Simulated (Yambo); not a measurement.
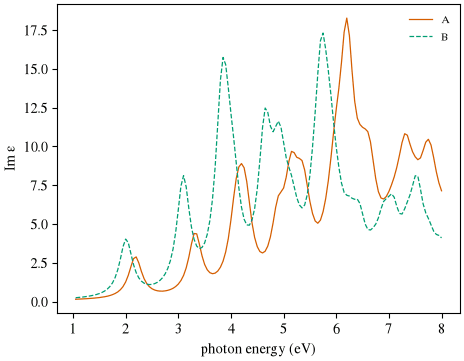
Figure: Two computed absorption spectra of ZnSe (zinc blende, space group F-43m, No. 216) (Yambo, PBE bands with the same scissor, field along x)

### Question
Which curve includes the electron-hole attraction (BSE)?

### Answer
Curve B: the attraction moves weight to lower energy (centre of the plotted range 5.2 eV against 5.8 eV). Settings: 8×8×8 mesh, 3 valence and 4 conduction bands, static screening with 32 bands and a 4 Ry block, scissor 0.82 eV, Tamm-Dancoff. The scissor comes from a G0W0 run whose convergence isn't established. Broadening 0.15 eV. The band window holds all transitions up to 8.4 eV. On this mesh the peak heights and the fine structure are mesh artefacts; only the shift of weight is robust.

Bands and orbitals come from the standard potentials; the scissor and the G0W0 gaps come from a run at the same geometry on the stringent ones, which hold whole semicore shells in the valence.

Spin-orbit coupling is not included.

Geometry relaxed with PBEsol; primitive cell a = 3.983 Å, b = 3.983 Å, c = 3.983 Å, α = 60.00°, β = 60.00°, γ = 60.00°.
